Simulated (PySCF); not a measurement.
C$_{7}$H$_{3}$F$_{2}$N

```yaml
atoms:
  - { symbol: N, position_ang: [3.6437, 0.0708, -0.1072] }
  - { symbol: C, position_ang: [2.4991, 0.0526, -0.0730] }
  - { symbol: C, position_ang: [1.0835, 0.0338, -0.0324] }
  - { symbol: C, position_ang: [0.3684, 1.2300, -0.0905] }
  - { symbol: C, position_ang: [-1.0123, 1.2095, -0.0520] }
  - { symbol: C, position_ang: [-1.6779, -0.0017, 0.0430] }
  - { symbol: F, position_ang: [-3.0158, -0.0177, 0.0777] }
  - { symbol: C, position_ang: [-0.9641, -1.1964, 0.1018] }
  - { symbol: F, position_ang: [-1.6134, -2.3644, 0.1944] }
  - { symbol: C, position_ang: [0.4160, -1.1865, 0.0663] }
  - { symbol: H, position_ang: [0.8973, 2.1672, -0.1663] }
  - { symbol: H, position_ang: [-1.5876, 2.1207, -0.0937] }
  - { symbol: H, position_ang: [0.9588, -2.1175, 0.1142] }
```

Geometry: GFN2-xTB.

Theory: PBE0/pcSseg-1, SCF density, gas phase, non-relativistic in PySCF 2.14.0.

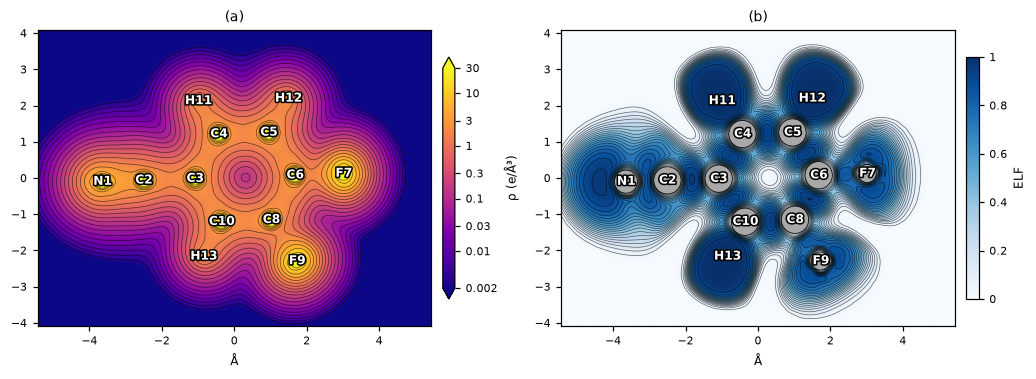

Figure 1. (a) electron density; (b) electron localisation function on the molecular plane. Grey discs cover the atomic cores in the ELF map.

### Interpret the plot.

The plane passes through N, C, F and H nuclei.
C–N (1.15 Å): ρ is about 3.6 e/Å³ halfway; the ELF peaks at about 0.85 between the atoms; a short, multiple covalent bond.
C–F (1.34 Å): ρ is about 2.3 e/Å³ halfway; the ELF peaks at about 0.85 between the atoms (a polar covalent bond).
C–C (1.38 Å): ρ at the midpoint is about 2.1 e/Å³; the ELF peaks at about 0.95 between the atoms (localised, covalent bonding).
C–H (1.08 Å): ρ is about 2 e/Å³ halfway; the ELF climbs to about 1 towards the hydrogen, as it does in any bond to H: a covalent bond by its length.
The ELF also peaks beside F9, F7 and N1, away from the bonds: lone-pair regions.

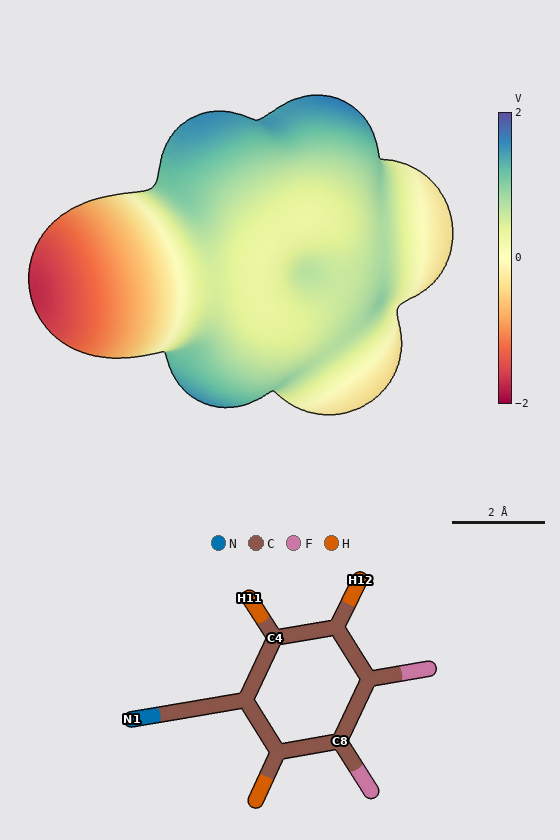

Figure 2. The molecular electrostatic potential painted on the density surface at 0.002 e/bohr³, seen at a tilt; the colour scale runs from red (negative) to blue (positive). The bare structure is drawn below in the same view.

### Where is the surface potential most negative and most positive?

The most negative region (about −1.7 V) lies over N1, the most positive (about +1.6 V) over H12 and H13. N1 is the likeliest acceptor of a hydrogen bond.

### What dipole moment does the calculation give?

Its dipole moment is 2.64 D.

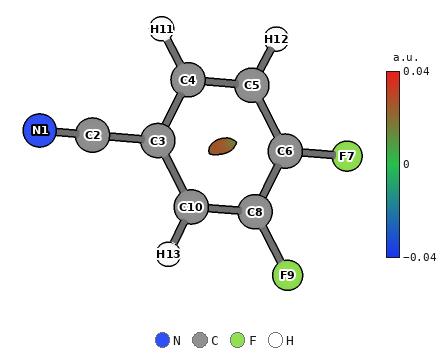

Figure 3. Non-covalent interaction (NCI) plot: the surface where the reduced density gradient is 0.5, for densities under 0.05 a.u., coloured by sign(λ₂)ρ; seen at a tilt.

### Identify the weak interactions.

Inside the ring or cage of C3, C4, C5, C6, C8 and C10: steric crowding (red).
